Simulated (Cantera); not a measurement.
Input: 1 mol Si(CH3)4, 42 mol H2, equilibrated at 3.38 Torr.

Cantera equilibrium calculation (NASA polynomials, part measured and part estimated; ideal gas, pure solids and liquids). Candidate condensed phases: C, C6H6, C7H8, C8H18, Si, SiC; 87 gas species. Gases not in the tables: Si2H6 and higher silanes. Rates play no part.

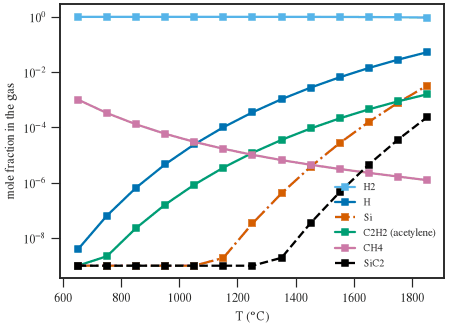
*Equilibrium gas composition (values under 1e-9 drawn at 1e-9)*

Task: Read off the mole fractions at 1752 °C.

Result: H2 about 0.97, H about 0.028, C2H2 (acetylene) about 0.00088, Si about 0.00078, SiC2 about 3.6e-5, CH4 about 1.7e-6.
